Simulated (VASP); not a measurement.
# MnCuAs: the relaxed cell at several levels, part 6 of 7

Wanted: equilibrium cells of MnCuAs at many levels, with their cost. The start is a computed cell from the Materials Project.

VASP 6.6.1, plane waves and PAW; the level of theory is named at each step.

Still holding for the runs below: The magnetic order is the lowest of the few collinear ones that converged above; longer or canted patterns were not tried. The k-mesh is coarse for a metal.

So far. Step 9 (Relaxation with PBEsol): It ends at 13.55 Å³/atom, -7.3 % from the start, with -0.01 GPa left. The conventional cell has a = 3.583 and c = 6.331 Å. The largest moment is 3.10 μB. Step 10 (Relaxation with PBE): It ends at 14.50 Å³/atom, -0.8 % from the start, with 0.02 GPa left. The conventional cell has a = 3.681 and c = 6.421 Å. The largest moment is 3.40 μB.

## Step 11: Relaxation with r2SCAN

This step: r2SCAN, spin-polarised from an antiferromagnetic start; plane waves and PAW (Mn_pv, Cu, As) (VASP 6.6.1).

r2SCAN adds the kinetic-energy density, costs more than a GGA and is run with LASPH.

Contents of INCAR:

```
SYSTEM = MnCuAs
PREC = Accurate
ENCUT = 520
EDIFF = 1E-06
NELM = 100
ISMEAR = -1
SIGMA = 0.05
LREAL = .FALSE.
ALGO = Normal
METAGGA = R2SCAN
LASPH = .TRUE.
NBANDS = 38
ISPIN = 2
MAGMOM = 3.21 -3.21 0 -0 0.01 -0.01
LMAXMIX = 4
LORBIT = 11
LWAVE = .FALSE.
LCHARG = .FALSE.
KPAR = 8
IBRION = 2
NSW = 60
ISIF = 3
EDIFFG = -0.01
```

Contents of POSCAR:

```
MnCuAs
1.0
    3.6994910000      0.0000000000      0.0000000000
    0.0000000000      3.6994910000      0.0000000000
    0.0000000000      0.0000000000      6.4084220000
Mn Cu As
2 2 2
Direct
    0.0000000000      0.5000000000      0.1640200000
    0.5000000000      0.0000000000      0.8359800000
    0.0000000000      0.0000000000      0.5000000000
    0.5000000000      0.5000000000      0.5000000000
    0.0000000000      0.5000000000      0.7762460000
    0.5000000000      0.0000000000      0.2237540000
```

Contents of KPOINTS:

```
Automatic mesh
0
Gamma
5 5 3
0 0 0
```

The projector-augmented-wave data sets are Mn_pv, Cu and As (PBE family, release 64).

On the command line:

```console
$ mpirun -np 8 vasp_std
```

Numbers of over 12 decimals in the logs are rounded to 6 here.

The log of the run:

```text
[banner, memory and clock lines left out]
running    8 mpi-ranks, on    1 nodes
[...]
[... a notice as in an earlier step ...]

 [... a notice as in an earlier step ...]

 LDA part: xc-table for (None), standard interpolation
 POSCAR, INCAR and KPOINTS ok, starting setup
[...]
entering main loop
       N       E                     dE             d eps       ncg     rms          rms(c)
DAV:   1     0.530755873335E+03    0.53076E+03   -0.30429E+04  1984   0.213E+03
DAV:   2    -0.371944897425E+02   -0.56795E+03   -0.55035E+03  1842   0.503E+02
DAV:   3    -0.916579802370E+02   -0.54463E+02   -0.50919E+02  2074   0.174E+02
DAV:   4    -0.944189585263E+02   -0.27610E+01   -0.27345E+01  2564   0.395E+01
[...]
DAV:  16    -0.821743242951E+02   -0.38365E-05   -0.10092E-05  2164   0.283E-02    0.642E-03
DAV:  17    -0.821743284748E+02   -0.41798E-05   -0.26951E-06  1592   0.217E-02    0.205E-03
DAV:  18    -0.821743282308E+02    0.24406E-06   -0.36856E-07  1020   0.951E-03
   1 F= -.82174328E+02 E0= -.82166462E+02  d E =-.821743E+02  mag=     0.0000
[... from here on, the cycles between the ionic steps are left out ...]
   2 F= -.82197253E+02 E0= -.82188754E+02  d E =-.229252E-01  mag=    -0.0000
   3 F= -.82199432E+02 E0= -.82190017E+02  d E =-.251043E-01  mag=     0.0000
   4 F= -.82200154E+02 E0= -.82191004E+02  d E =-.258253E-01  mag=     0.0000
   5 F= -.82211547E+02 E0= -.82202472E+02  d E =-.113939E-01  mag=     0.0000
   6 F= -.82212061E+02 E0= -.82203173E+02  d E =-.119071E-01  mag=     0.0000
   7 F= -.82214036E+02 E0= -.82205689E+02  d E =-.197515E-02  mag=     0.0000
   8 F= -.82214405E+02 E0= -.82206885E+02  d E =-.234445E-02  mag=     0.0000
   9 F= -.82214499E+02 E0= -.82206722E+02  d E =-.243838E-02  mag=     0.0000
  10 F= -.82214499E+02 E0= -.82206749E+02  d E =-.243795E-02  mag=    -0.0000
  11 F= -.82214469E+02 E0= -.82206835E+02  d E =-.240850E-02  mag=    -0.0000
  12 F= -.82214495E+02 E0= -.82206775E+02  d E =-.243412E-02  mag=    -0.0000
  13 F= -.82214476E+02 E0= -.82206766E+02  d E =0.185477E-04  mag=    -0.0000
 trial-energy change:    0.000019  1 .order   -0.000052   -0.000174    0.000069
 step:   0.9808(harm=  0.9808)  dis= 0.00115  next Energy=   -82.214557 (dE=-0.622E-04)
 reached required accuracy - stopping structural energy minimisation
```

The job ended after 4.5 min (8 MPI ranks of Intel Xeon 6975P-C (Granite Rapids), shared host; peak memory 2.5 GiB).

Parts of OUTCAR (step 11):

```text
  Total       -0.0529312     -0.0529312     -0.0509962      0.0000000     -0.0000000      0.0000000
  in kB       -0.9448428     -0.9448428     -0.9103027      0.0000000     -0.0000000      0.0000000
  external PRESSURE =      -0.9333295 kB  Pullay stress =       0.0000000 kB

 POSITION                                       TOTAL-FORCE (eV/Angst)
 -----------------------------------------------------------------------------------
      0.00000      1.88249      1.00721         0.000000      0.000000      0.001598
      1.88249      0.00000      5.32477        -0.000000     -0.000000     -0.001598
      3.76497      0.00000      3.16599         0.000000      0.000000      0.000000
      1.88249      1.88249      3.16599        -0.000000      0.000000      0.000000
      0.00000      1.88249      4.84767        -0.000000     -0.000000     -0.008591
      1.88249      0.00000      1.48431         0.000000      0.000000      0.008591
 -----------------------------------------------------------------------------------
    total drift:                                0.000000      0.000000      0.000000

  FREE ENERGIE OF THE ION-ELECTRON SYSTEM (eV)
  ---------------------------------------------------
  free  energy   TOTEN  =       -82.2144762383 eV

  energy  without entropy=      -82.1990560917  energy(sigma->0) =      -82.20676616

 magnetization (x)
# of ion       s       p       d       tot
------------------------------------------
    1        0.042   0.046   3.897   3.985
    2       -0.042  -0.046  -3.897  -3.985
    3        0.000   0.000   0.000   0.000
    4        0.000   0.000   0.000   0.000
    5       -0.012   0.015  -0.002  -0.000
    6        0.012  -0.015   0.002   0.000
--------------------------------------------------
tot          0.000   0.000   0.000   0.000

[... 2 parts as in an earlier step ...]

[... 2 further parts left out ...]
[key lines of the parts left out:]
E-fermi :   8.2348
```

The steps of the relaxation:

```csv
step,energy less that of the first step (eV),largest force (eV/Å),pressure (GPa),volume (Å³)
1,0.0000,0.4266,1.37,87.71
2,-0.0229,0.2848,-0.31,89.30
3,-0.0251,0.1852,-1.51,90.59
4,-0.0258,0.2113,-1.19,90.22
5,-0.0372,0.0995,-0.09,89.49
6,-0.0377,0.1073,0.25,89.28
7,-0.0397,0.0529,0.13,89.45
8,-0.0401,0.0310,0.03,89.64
9,-0.0402,0.0174,0.06,89.58
10,-0.0402,0.0188,0.01,89.59
11,-0.0401,0.0249,0.07,89.61
12,-0.0402,0.0203,0.09,89.59
13,-0.0401,0.0086,-0.09,89.76
```

```csv
"conventional cell, symmetrised",before,after,change
a (Å),3.699,3.765,+1.8 %
b (Å),3.699,3.765,+1.8 %
c (Å),6.408,6.332,-1.2 %
volume (Å³/atom),14.62,14.96,+2.3 %
```

The atoms that moved most (Å, as changes of fractional coordinates times the final cell):

```csv
atom,dx,dy,dz,length
As6,0.000,0.000,0.068,0.068
As5,0.000,0.000,-0.068,0.068
Mn2,0.000,0.000,0.031,0.031
Mn1,0.000,0.000,-0.031,0.031
```

The relaxed structure:

```xyz
6
Lattice="3.7650 0.0000 0.0000 0.0000 3.7650 0.0000 0.0000 0.0000 6.3320" Properties=species:S:1:pos:R:3 pbc="T T T"
Mn    0.0000    1.8825    1.0072
Mn    1.8825    0.0000    5.3248
Cu    0.0000    0.0000    3.1660
Cu    1.8825    1.8825    3.1660
As    0.0000    1.8825    4.8477
As    1.8825    0.0000    1.4843
```

Spin moment in the PAW sphere by atom:

```csv
atom,spin moment in the PAW sphere (μB)
Mn1,3.98
Mn2,-3.98
Cu3,0.00
Cu4,0.00
As5,0.00
As6,0.00
```

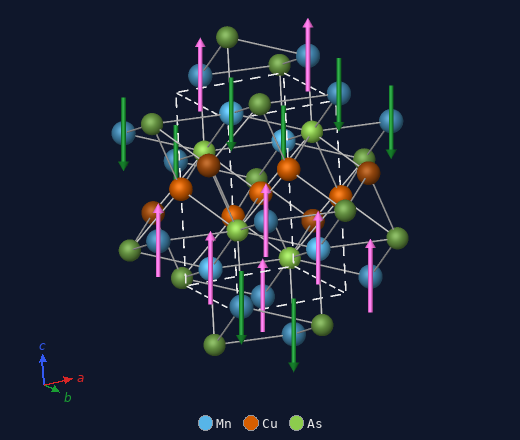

Spin moment in the PAW sphere as arrows, the longest 3.98 μB. Up and down stand for the sign. Arrows give size and sign along the axis of quantisation, drawn up and down the page. The two directions have two colours. Some periodic images of atoms are drawn too.

It ends at 14.96 Å³/atom, +2.3 % from the start, with -0.09 GPa left. The conventional cell has a = 3.765 and c = 6.332 Å. The largest moment is 3.98 μB.

## Step 12: Relaxation with PBE + D3(BJ)

This step: PBE with D3(BJ), spin-polarised from an antiferromagnetic start; plane waves and PAW (Mn_pv, Cu, As) (VASP 6.6.1).

A dispersion term adds the long-range attraction that semilocal functionals lack. D3 with Becke-Johnson damping keeps a finite attraction at short range.

INCAR: that of step 11 with these lines changed.

```diff
@@ -9,4 +9,4 @@
 ALGO = Normal
-METAGGA = R2SCAN
-LASPH = .TRUE.
+GGA = PE
+IVDW = 12
 NBANDS = 38
@@ -14,2 +14,3 @@
 MAGMOM = 3.21 -3.21 0 -0 0.01 -0.01
+LASPH = .TRUE.
 LMAXMIX = 4
```

POSCAR is that of step 11.

KPOINTS is that of step 11.

On the command line:

```console
$ mpirun -np 8 vasp_std
```

The log of the run:

```text
[... set-up lines as in an earlier step ...]
 entering main loop
       N       E                     dE             d eps       ncg     rms          rms(c)
[... 16 cycles as in an earlier step ...]
   1 F= -.37860627E+02 E0= -.37851581E+02  d E =-.378606E+02  mag=     0.0000
[... from here on, the cycles between the ionic steps are left out ...]
   2 F= -.37963908E+02 E0= -.37956124E+02  d E =-.103281E+00  mag=     0.0000
   3 F= -.37964805E+02 E0= -.37956972E+02  d E =-.104178E+00  mag=     0.0000
   4 F= -.37985065E+02 E0= -.37977668E+02  d E =-.202603E-01  mag=     0.0000
   5 F= -.37993280E+02 E0= -.37986357E+02  d E =-.284749E-01  mag=     0.0000
   6 F= -.38003741E+02 E0= -.37997047E+02  d E =-.104616E-01  mag=     0.0000
   7 F= -.38003767E+02 E0= -.37997088E+02  d E =-.104871E-01  mag=    -0.0000
   8 F= -.38003768E+02 E0= -.37997095E+02  d E =-.104877E-01  mag=     0.0000
   9 F= -.38004008E+02 E0= -.37997389E+02  d E =-.239989E-03  mag=     0.0000
  10 F= -.38004036E+02 E0= -.37997404E+02  d E =-.268295E-03  mag=    -0.0000
  11 F= -.38004035E+02 E0= -.37997407E+02  d E =-.267915E-03  mag=    -0.0000
  12 F= -.38004036E+02 E0= -.37997406E+02  d E =-.268551E-03  mag=     0.0000
  13 F= -.38004153E+02 E0= -.37997539E+02  d E =-.116541E-03  mag=    -0.0000
 trial-energy change:   -0.000117  1 .order   -0.000125   -0.000244   -0.000007
 step:   1.2116(harm=  1.2013)  dis= 0.00240  next Energy=   -38.004153 (dE=-0.117E-03)
 reached required accuracy - stopping structural energy minimisation
```

The job ended after 94 s (8 MPI ranks; peak memory 2.5 GiB; 12 min of CPU time).

Parts of OUTCAR (step 12):

```text
 Edisp (eV)   -2.82632

 Edisp (eV)   -2.82443

  Total       0.02935     0.02935     0.00604     0.00000     0.00000     0.00000
  in kB       0.57336     0.57336     0.11792     0.00000     0.00000     0.00000
  external pressure =        0.42 kB  Pullay stress =        0.00 kB

 POSITION                                       TOTAL-FORCE (eV/Angst)
 -----------------------------------------------------------------------------------
      0.00000      1.79624      0.94838        -0.000000      0.000000     -0.000282
      1.79624     -0.00000      5.40610        -0.000000     -0.000000      0.000282
      0.00000      3.59248      3.17724        -0.000000     -0.000000      0.000000
      1.79624      1.79624      3.17724         0.000000     -0.000000      0.000000
      3.59248      1.79624      4.93024        -0.000000     -0.000000      0.005535
      1.79624      3.59248      1.42424        -0.000000      0.000000     -0.005535
 -----------------------------------------------------------------------------------
    total drift:                                0.000000      0.000000      0.000000

  FREE ENERGIE OF THE ION-ELECTRON SYSTEM (eV)
  ---------------------------------------------------
  free  energy   TOTEN  =       -38.0041526316 eV

  energy  without entropy=      -37.9909257920  energy(sigma->0) =      -37.99753921

 magnetization (x)
# of ion       s       p       d       tot
------------------------------------------
    1        0.033   0.038   3.093   3.164
    2       -0.033  -0.038  -3.093  -3.164
    3        0.000   0.000   0.000   0.000
    4        0.000   0.000   0.000   0.000
    5       -0.009   0.025  -0.003   0.013
    6        0.009  -0.025   0.003  -0.013
--------------------------------------------------
tot          0.000   0.000  -0.000  -0.000

[... 2 parts as in an earlier step ...]

[... 2 further parts left out ...]
[key lines of the parts left out:]
E-fermi :   8.8379
```

It ends at 13.67 Å³/atom, -6.5 % from the start, with 0.04 GPa left. The conventional cell has a = 3.592 and c = 6.354 Å. The largest moment is 3.16 μB. Against plain PBE, the dispersion term moves a by -2.4 % and c by -1.0 %.

## Step 13: Relaxation with r2SCAN + rVV10

This step: r2SCAN with rVV10, spin-polarised from an antiferromagnetic start; plane waves and PAW (Mn_pv, Cu, As) (VASP 6.6.1).

LUSE_VDW switches on a nonlocal correlation term for dispersion.

INCAR: that of step 12 with these lines changed.

```diff
@@ -9,4 +9,8 @@
 ALGO = Normal
-GGA = PE
-IVDW = 12
+METAGGA = R2SCAN
+LUSE_VDW = .TRUE.
+IVDW_NL = 2
+BPARAM = 11.95
+CPARAM = 0.0093
+LASPH = .TRUE.
 NBANDS = 38
@@ -14,3 +18,2 @@
 MAGMOM = 3.21 -3.21 0 -0 0.01 -0.01
-LASPH = .TRUE.
 LMAXMIX = 4
```

POSCAR is that of step 12.

KPOINTS is that of step 12.

On the command line:

```console
$ mpirun -np 8 vasp_std
```

The log of the run:

```text
[banner, memory and clock lines left out]
running    8 mpi-ranks, on    1 nodes
[...]
[... a notice as in an earlier step ...]

|                                                                             |
|               ----> ADVICE to this user running VASP <----                  |
|                                                                             |
|     You have switched on vdW-DFT.                                           |
|     This routine was written and supplied by Jiri Klimes. We recommend      |
|     that you carefully read and cite the following publications:            |
|       J. Klimes, D.R. Bowler, A. Michelides                                 |
|          J. Phys.: Cond Matt. 22 022201 (2010)                              |
|       J. Klimes, D.R. Bowler, A. Michelides                                 |
|          Phys. Rev. B. 83, 195131 (2011)                                    |
|     and references therein.                                                 |
[...]
Total rVV10 correction in eV:      1.4286061    64.4279851
Total rVV10 correction in eV:      1.4286061    64.4279851
   1 F= -.80744929E+02 E0= -.80737036E+02  d E =-.807449E+02  mag=    -0.0000
[... from here on, the cycles between the ionic steps are left out ...]
   2 F= -.80762025E+02 E0= -.80754086E+02  d E =-.170960E-01  mag=     0.0000
   3 F= -.80771966E+02 E0= -.80763524E+02  d E =-.270370E-01  mag=     0.0000
   4 F= -.80771969E+02 E0= -.80763494E+02  d E =-.270402E-01  mag=     0.0000
   5 F= -.80773786E+02 E0= -.80765150E+02  d E =-.181659E-02  mag=    -0.0000
   6 F= -.80773836E+02 E0= -.80765199E+02  d E =-.186686E-02  mag=     0.0000
   7 F= -.80774607E+02 E0= -.80766199E+02  d E =-.771203E-03  mag=     0.0000
   8 F= -.80774608E+02 E0= -.80766191E+02  d E =-.772168E-03  mag=     0.0000
   9 F= -.80774943E+02 E0= -.80766530E+02  d E =-.335547E-03  mag=    -0.0000
  10 F= -.80774924E+02 E0= -.80766519E+02  d E =-.316342E-03  mag=     0.0000
  11 F= -.80774941E+02 E0= -.80766531E+02  d E =-.333309E-03  mag=    -0.0000
  12 F= -.80775011E+02 E0= -.80766591E+02  d E =-.697909E-04  mag=     0.0000
 trial-energy change:   -0.000070  1 .order   -0.000059   -0.000082   -0.000035
 step:   1.8107(harm=  2.4882)  dis= 0.00115  next Energy=   -80.775016 (dE=-0.747E-04)
 reached required accuracy - stopping structural energy minimisation
```

Wall time 9 min (8 MPI ranks); peak memory 3.7 GiB.

Parts of OUTCAR (step 13):

```text
  Total       -0.0285749     -0.0285749      0.0046846      0.0000000     -0.0000000      0.0000000
  in kB       -0.5186802     -0.5186802      0.0850338      0.0000000     -0.0000000      0.0000000
  external PRESSURE =      -0.3174422 kB  Pullay stress =       0.0000000 kB

 POSITION                                       TOTAL-FORCE (eV/Angst)
 -----------------------------------------------------------------------------------
     -0.00000      1.86507      1.00635         0.000000      0.000000     -0.001612
      1.86507     -0.00000      5.33740        -0.000000     -0.000000      0.001612
      3.73014      3.73014      3.17187        -0.000000      0.000000      0.000000
      1.86507      1.86507      3.17187        -0.000000     -0.000000      0.000000
     -0.00000      1.86507      4.86654        -0.000000     -0.000000      0.009633
      1.86507     -0.00000      1.47720         0.000000      0.000000     -0.009633
 -----------------------------------------------------------------------------------
    total drift:                                0.000000     -0.000000      0.000000

  FREE ENERGIE OF THE ION-ELECTRON SYSTEM (eV)
  ---------------------------------------------------
  free  energy   TOTEN  =       -80.7750110377 eV

  energy  without entropy=      -80.7581704623  energy(sigma->0) =      -80.76659075

 magnetization (x)
# of ion       s       p       d       tot
------------------------------------------
    1        0.042   0.047   3.843   3.932
    2       -0.042  -0.047  -3.843  -3.932
    3        0.000   0.000   0.000   0.000
    4        0.000   0.000   0.000   0.000
    5       -0.012   0.023  -0.003   0.008
    6        0.012  -0.023   0.003  -0.008
--------------------------------------------------
tot          0.000   0.000  -0.000  -0.000

[... 2 parts as in an earlier step ...]

[... 2 further parts left out ...]
[key lines of the parts left out:]
E-fermi :   8.4204
```

Spin moment in the PAW sphere by atom:

```csv
atom,spin moment in the PAW sphere (μB)
Mn1,3.93
Mn2,-3.93
Cu3,0.00
Cu4,0.00
As5,0.01
As6,-0.01
```

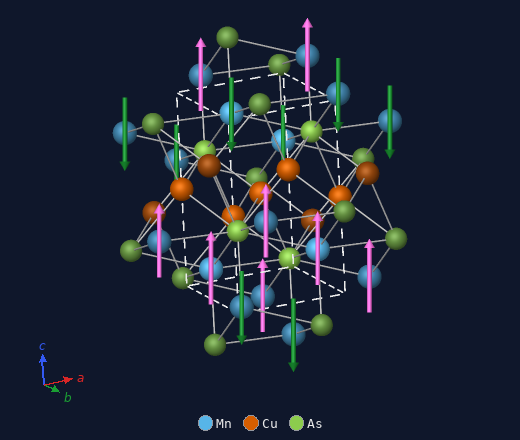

Spin moment in the PAW sphere as arrows, the longest 3.93 μB. Up and down stand for the sign. Arrows give size and sign along the axis of quantisation, drawn up and down the page. The two directions have two colours. Some periodic images of atoms are drawn too.

It ends at 14.71 Å³/atom, +0.6 % from the start, with -0.03 GPa left. The conventional cell has a = 3.730 and c = 6.344 Å. The largest moment is 3.93 μB. Against plain r2SCAN, the dispersion term moves a by -0.9 % and c by +0.2 %.

[end of part 6 of 7]

[Lines on the potential files, build, host, timing and source positions are cut from VASP's logs without a mark.]

[Logs are printed without paths, hosts, clocks, repeated set-up lines and the standing remarks that a program may print on its own settings, such as how far it seeks lower states.]

[Hosts, paths, dates, database ids (printed as entryN), source tags and the programs' standing remarks are cut or masked in the printed files.]

[A measured line is paired with the nearest computed mode of its activity, which favours agreement.]
